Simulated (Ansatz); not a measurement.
# AlFGeH4: two geometries relaxed

Are the two ends of the rotation by 120° about the Ge2–Al3 bond separate minima, and which lies lower? Each is relaxed from a guess. SMILES of the start: [F][GeH2][AlH2].

Method: RKS PBE0/def2-SVP, in Ansatz 0.2.0.

## 1. Starting point

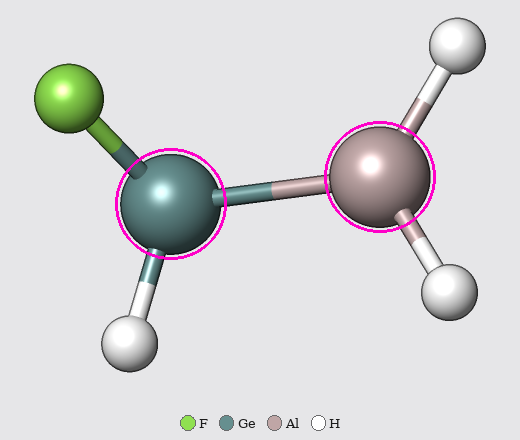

The starting structure, seen from a chosen angle (fluorine green, germanium teal, aluminium light grey, hydrogen white). Ringed: Ge2, Al3.

Structure file:

```xyz
7

F    -2.1697   -0.5098    0.4586
Ge   -0.8235   -0.2820   -0.5998
Al    1.0847    0.3625    0.7268
H    -0.4552   -1.6108   -1.3210
H    -1.1028    0.8140   -1.6705
H     2.4130   -0.5565    0.7651
H     1.1148    1.7145    1.5951
```

## 2. Relaxing end A

input.yaml reads:

```yaml
crystal:
  periodic: [false, false, false]
  atoms:
    - { symbol: F, position_ang: [-2.1697, -0.5098, 0.4586] }
    - { symbol: Ge, position_ang: [-0.8235, -0.282, -0.5998] }
    - { symbol: Al, position_ang: [1.0847, 0.3625, 0.7268] }
    - { symbol: H, position_ang: [-0.4552, -1.6108, -1.321] }
    - { symbol: H, position_ang: [-1.1028, 0.814, -1.6705] }
    - { symbol: H, position_ang: [2.413, -0.5565, 0.7651] }
    - { symbol: H, position_ang: [1.1148, 1.7145, 1.5951] }
basis:
  gaussian: { orbitals: def2-SVP }
hamiltonian:
  xc: pbe0
relax:
  f_tol: 0.015
  max_steps: 40
output:
  orbitals: {}
```

Run with:

```
ansatz run input.yaml --threads 1 --pin off --max-ram 2048MiB --backend cpu --events-out ev --progress --plain --runs-dir out
```

The program printed, cut to the lines that bear on the results:

```text
Warning: RAYON_NUM_THREADS=1 ignored (pool sized by the plan → 1); use --threads N
[...]
Functional definition: PBE0
[...]
870 factors; integrals over basis functions are off by at most 2.8e-4 eV
[...]
mean field -65872.90206758 eV, -2420.7845007269 hartree, gradient 3.7e-5 eV, S^2 0.000000; 0 other end points of the search recorded, 0 dependent functions left out
[...]
reference -65872.90209765 eV, -2420.7845018320 hartree; 29, 29 occupied and 55, 55 virtual orbitals, 870 factors
relax step   1: F+E_penalty+E_count = -65872.90206758 eV  Δ(F+E_penalty+E_count) = +0.000e0 eV  max|allowed force component| = 9.888e-1 eV/Å  Δτ_max = 0.0000 Å  (22 SCF iters, accepted)
[...]
relax step   4: F+E_penalty+E_count = -65873.04301422 eV  Δ(F+E_penalty+E_count) = +2.490e-3 eV  max|allowed force component| = 3.057e-1 eV/Å  Δτ_max = 0.1977 Å  (27 SCF iters, rejected (line search))
[...]
relax step   7: F+E_penalty+E_count = -65873.06812683 eV  Δ(F+E_penalty+E_count) = -1.206e-3 eV  max|allowed force component| = 6.018e-2 eV/Å  Δτ_max = 0.0825 Å  (26 SCF iters, accepted)
[...]
relax step  10: F+E_penalty+E_count = -65873.07112225 eV  Δ(F+E_penalty+E_count) = -1.132e-3 eV  max|allowed force component| = 7.540e-2 eV/Å  Δτ_max = 0.0169 Å  (23 SCF iters, accepted)
[...]
relax step  12: F+E_penalty+E_count = -65873.07439449 eV  Δ(F+E_penalty+E_count) = -1.646e-3 eV  max|allowed force component| = 7.018e-2 eV/Å  Δτ_max = 0.1268 Å  (26 SCF iters, accepted)
[...]
relax step  13: F+E_penalty+E_count = -65873.07134957 eV  Δ(F+E_penalty+E_count) = +3.045e-3 eV  max|allowed force component| = 2.190e-1 eV/Å  Δτ_max = 0.1859 Å  (27 SCF iters, rejected (line search))
[...]
870 factors; integrals over basis functions are off by at most 2.8e-4 eV
```

## 3. The output, continued: end point A relaxed

Output, continued, cut to the lines that bear on the results:

```text
mean field -65873.07301683 eV, -2420.7907829960 hartree, gradient 9.4e-6 eV, S^2 0.000000; 0 other end points of the search recorded, 0 dependent functions left out
[...]
reference -65873.07304670 eV, -2420.7907840935 hartree; 29, 29 occupied and 55, 55 virtual orbitals, 870 factors
relax step  14: F+E_penalty+E_count = -65873.07301683 eV  Δ(F+E_penalty+E_count) = +1.378e-3 eV  max|allowed force component| = 1.028e-1 eV/Å  Δτ_max = 0.0529 Å  (27 SCF iters, rejected (line search))
[...]
relax step  16: F+E_penalty+E_count = -65873.07589594 eV  Δ(F+E_penalty+E_count) = -8.451e-4 eV  max|allowed force component| = 2.587e-2 eV/Å  Δτ_max = 0.0883 Å  (26 SCF iters, accepted)
[...]
relax step  18: F+E_penalty+E_count = -65873.07642897 eV  Δ(F+E_penalty+E_count) = -4.710e-4 eV  max|allowed force component| = 4.268e-2 eV/Å  Δτ_max = 0.0182 Å  (27 SCF iters, accepted)
[...]
reference -65873.07723624 eV, -2420.7909380565 hartree; 29, 29 occupied and 55, 55 virtual orbitals, 870 factors
Total energy: -65873.07723624 eV, -2420.7909380565 hartree
Atom 0 at    -2.215513     0.084558     0.249244 Å, force    -0.006125     0.000938     0.001963 eV/Å
Atom 1 at    -0.746683    -0.308145    -0.635688 Å, force     0.007396     0.003159    -0.007253 eV/Å
Atom 2 at     1.174996     0.371752     0.793979 Å, force    -0.003483    -0.001680     0.000930 eV/Å
Atom 3 at    -0.850643    -1.821641    -0.939657 Å, force    -0.001849     0.000374    -0.001274 eV/Å
Atom 4 at    -0.873630     0.442682    -1.983073 Å, force    -0.001612    -0.004672     0.004520 eV/Å
Atom 5 at     2.652107     0.120455     0.259136 Å, force     0.003515     0.001243     0.000750 eV/Å
Atom 6 at     0.920666     1.042240     2.210360 Å, force     0.002158     0.000638     0.000365 eV/Å
Dipole moment:     0.466546    -0.043928    -0.106051 e Å
```

Run time: 31 s. Hardware: 1 thread of AMD EPYC 9R45 (Zen 5), shared host; peak memory 0.19 GiB.

The steps of the relaxation:

```csv
step,energy from step 1 (eV),largest force component (eV/Å)
1,0.0000,0.9888
2,-0.0760,0.8361
3,-0.1434,0.3226
4x,-0.1409,0.3057
5,-0.1615,0.0475
6,-0.1649,0.0220
7,-0.1661,0.0602
8,-0.1667,0.0654
9,-0.1679,0.1239
10,-0.1691,0.0754
11,-0.1707,0.0329
12,-0.1723,0.0702
13x,-0.1693,0.2190
14x,-0.1709,0.1028
15,-0.1730,0.0185
16,-0.1738,0.0259
17,-0.1739,0.0757
18,-0.1744,0.0427
19,-0.1747,0.0143
20,-0.1749,0.0214
21,-0.1750,0.0457
22,-0.1751,0.0204
23,-0.1751,0.0074
```

Step 1 is the start. 3 steps were tried and not accepted (marked x).

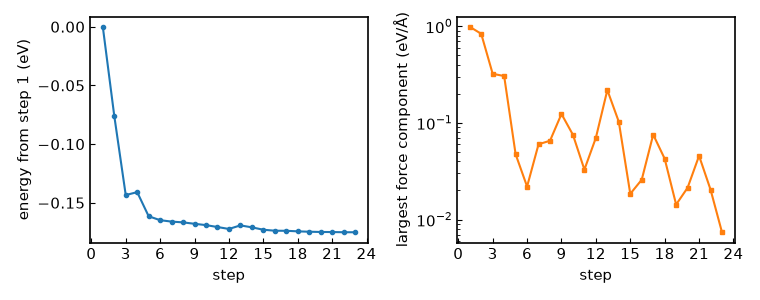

How energy and force went from step to step.

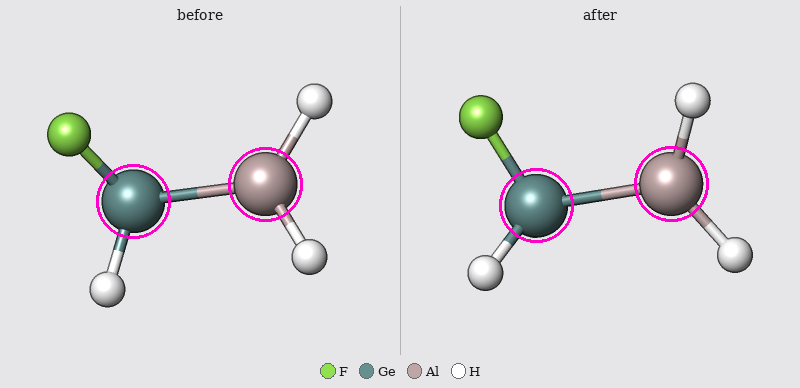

Before and after, at one scale.

After: Bond lengths: F1–Ge2 1.759 Å, Ge2–Al3 2.490 Å, Ge2–H4 1.547 Å, Ge2–H5 1.548 Å, Al3–H6 1.591 Å, Al3–H7 1.588 Å. Angles: F1–Ge2–Al3 107.1°, F1–Ge2–H4 105.1°, F1–Ge2–H5 105.1°, Al3–Ge2–H4 115.6°, Al3–Ge2–H5 115.5°, H4–Ge2–H5 107.3°, Ge2–Al3–H6 118.7°, Ge2–Al3–H7 120.3°, H6–Al3–H7 121.0°.

## 4. End point B

The second end starts from a geometry with the move made by hand.

input.yaml: that of step 2 with these lines changed.

```diff
@@ -8,4 +8,4 @@
     - { symbol: H, position_ang: [-1.1028, 0.814, -1.6705] }
-    - { symbol: H, position_ang: [2.413, -0.5565, 0.7651] }
-    - { symbol: H, position_ang: [1.1148, 1.7145, 1.5951] }
+    - { symbol: H, position_ang: [1.84804, 1.7598, 0.45242] }
+    - { symbol: H, position_ang: [1.65047, -0.5483, 1.92392] }
 basis:
@@ -17,3 +17 @@
   max_steps: 40
-output:
-  orbitals: {}
```

Run with:

```
ansatz run input.yaml --threads 1 --pin off --max-ram 2048MiB --backend cpu --events-out ev --progress --plain --runs-dir out
```

The program printed, cut to the lines that bear on the results:

```text
Warning: RAYON_NUM_THREADS=1 ignored (pool sized by the plan → 1); use --threads N
[...]
Functional definition: PBE0
[...]
870 factors; integrals over basis functions are off by at most 2.8e-4 eV
[...]
mean field -65872.90402429 eV, -2420.7845726347 hartree, gradient 3.6e-5 eV, S^2 0.000000; 0 other end points of the search recorded, 0 dependent functions left out
[...]
reference -65872.90405433 eV, -2420.7845737385 hartree; 29, 29 occupied and 55, 55 virtual orbitals, 870 factors
relax step   1: F+E_penalty+E_count = -65872.90402429 eV  Δ(F+E_penalty+E_count) = +0.000e0 eV  max|allowed force component| = 9.689e-1 eV/Å  Δτ_max = 0.0000 Å  (22 SCF iters, accepted)
[...]
relax step   4: F+E_penalty+E_count = -65873.04231840 eV  Δ(F+E_penalty+E_count) = +3.899e-3 eV  max|allowed force component| = 3.361e-1 eV/Å  Δτ_max = 0.2000 Å  (27 SCF iters, rejected (line search))
[...]
relax step   7: F+E_penalty+E_count = -65873.06868342 eV  Δ(F+E_penalty+E_count) = -1.017e-3 eV  max|allowed force component| = 6.982e-2 eV/Å  Δτ_max = 0.0775 Å  (26 SCF iters, accepted)
[...]
relax step  10: F+E_penalty+E_count = -65873.07141724 eV  Δ(F+E_penalty+E_count) = -1.073e-3 eV  max|allowed force component| = 9.764e-2 eV/Å  Δτ_max = 0.0183 Å  (24 SCF iters, accepted)
[...]
relax step  11: F+E_penalty+E_count = -65873.07309354 eV  Δ(F+E_penalty+E_count) = -1.676e-3 eV  max|allowed force component| = 3.380e-2 eV/Å  Δτ_max = 0.0565 Å  (26 SCF iters, accepted)
[...]
relax step  12: F+E_penalty+E_count = -65873.07450108 eV  Δ(F+E_penalty+E_count) = -1.408e-3 eV  max|allowed force component| = 3.990e-2 eV/Å  Δτ_max = 0.1062 Å  (27 SCF iters, accepted)
[...]
870 factors; integrals over basis functions are off by at most 2.8e-4 eV
[...]
mean field -65873.07109822 eV, -2420.7907124885 hartree, gradient 2.0e-5 eV, S^2 0.000000; 0 other end points of the search recorded, 0 dependent functions left out
[...]
```

## 5. The log goes on: end point B relaxed

The log, continued, cut to the lines that bear on the results:

```text
reference -65873.07112811 eV, -2420.7907135867 hartree; 29, 29 occupied and 55, 55 virtual orbitals, 870 factors
relax step  13: F+E_penalty+E_count = -65873.07109822 eV  Δ(F+E_penalty+E_count) = +3.403e-3 eV  max|allowed force component| = 1.713e-1 eV/Å  Δτ_max = 0.1927 Å  (27 SCF iters, rejected (line search))
[...]
relax step  19: F+E_penalty+E_count = -65873.07679369 eV  Δ(F+E_penalty+E_count) = -3.210e-4 eV  max|allowed force component| = 3.010e-3 eV/Å  Δτ_max = 0.0195 Å  (27 SCF iters, accepted)
[...]
relax step  20: F+E_penalty+E_count = -65873.07700957 eV  Δ(F+E_penalty+E_count) = -2.159e-4 eV  max|allowed force component| = 1.145e-2 eV/Å  Δτ_max = 0.0535 Å  (26 SCF iters, accepted)
870 factors; integrals over basis functions are off by at most 2.7e-4 eV
mean field -65873.07700957 eV, -2420.7909297266 hartree, gradient 9.2e-6 eV, S^2 0.000000; 1 other end points of the search recorded, 0 dependent functions left out
[...]
reference -65873.07703945 eV, -2420.7909308247 hartree; 29, 29 occupied and 55, 55 virtual orbitals, 870 factors
Total energy: -65873.07703945 eV, -2420.7909308247 hartree
Atom 0 at    -1.952254    -1.013662     0.407584 Å, force     0.004613     0.001200    -0.002990 eV/Å
Atom 1 at    -0.757608    -0.260794    -0.642384 Å, force    -0.003133    -0.006218    -0.007173 eV/Å
Atom 2 at     1.159106     0.417221     0.795224 Å, force    -0.006365     0.011445     0.007243 eV/Å
Atom 3 at    -0.438261    -1.324726    -1.720254 Å, force    -0.001739     0.002573     0.004064 eV/Å
Atom 4 at    -1.510241     0.893567    -1.345994 Å, force     0.001755    -0.001401     0.004289 eV/Å
Atom 5 at     2.345388     1.254383     0.143801 Å, force     0.001491    -0.007175     0.002230 eV/Å
Atom 6 at     1.185880     0.019410     2.332462 Å, force     0.003377    -0.000425    -0.007662 eV/Å
Dipole moment:     0.405445     0.216653    -0.143509 e Å
```

It took 26 s on 1 thread of AMD EPYC 9R45 (Zen 5), shared host; peak memory 0.19 GiB.

Step by step:

```csv
step,energy from step 1 (eV),largest force component (eV/Å)
1,0.0000,0.9689
2,-0.0730,0.8546
3,-0.1422,0.3398
4x,-0.1383,0.3361
5,-0.1604,0.0608
6,-0.1636,0.0134
7,-0.1647,0.0698
8,-0.1653,0.0868
9,-0.1663,0.1197
10,-0.1674,0.0976
11,-0.1691,0.0338
12,-0.1705,0.0399
13x,-0.1671,0.1713
14x,-0.1666,0.1444
15,-0.1711,0.0102
16,-0.1720,0.0411
17,-0.1722,0.0719
18,-0.1724,0.0487
19,-0.1728,0.0030
20,-0.1730,0.0114
```

Step 1 is the start. 3 steps were tried and not accepted (marked x).

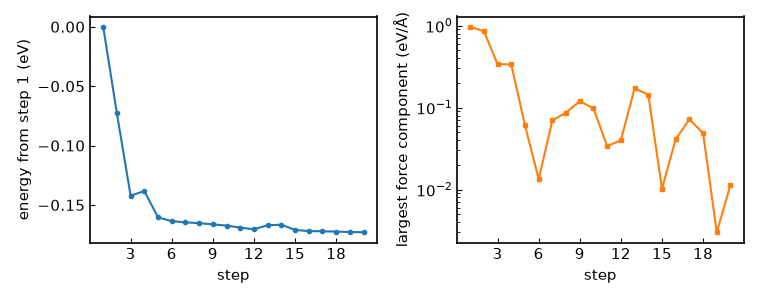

How energy and force went from step to step.

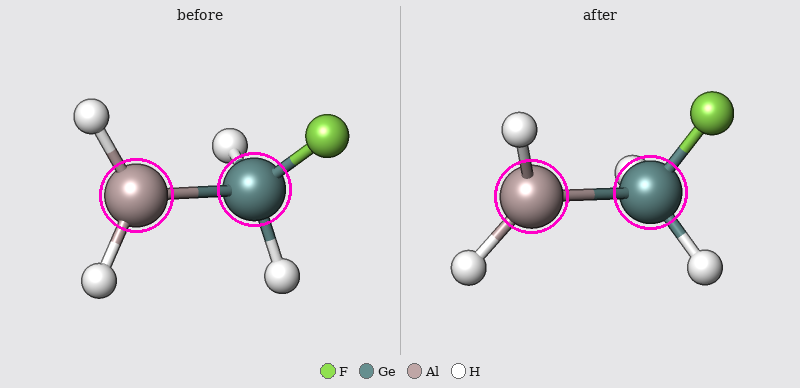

Before and after, at one scale.

After: Bond lengths: F1–Ge2 1.760 Å, Ge2–Al3 2.490 Å, Ge2–H4 1.548 Å, Ge2–H5 1.547 Å, Al3–H6 1.591 Å, Al3–H7 1.588 Å. Angles: F1–Ge2–Al3 107.1°, F1–Ge2–H4 105.2°, F1–Ge2–H5 105.1°, Al3–Ge2–H4 115.5°, Al3–Ge2–H5 115.7°, H4–Ge2–H5 107.2°, Ge2–Al3–H6 118.7°, Ge2–Al3–H7 120.2°, H6–Al3–H7 121.0°.

## 6. Summary of results

| quantity | value |
| --- | --- |
| end A | 19 moves, 0.175 eV lower |
| end B | 16 moves, 0.173 eV lower |
| largest difference between the ends | 0.10 Å |
| end B relative to end A | +0.000 eV |

Both starts fell into the same minimum (no atom differs by more than 0.10 Å), so from this start no second minimum was found and no band was run; another arrangement could still be one.
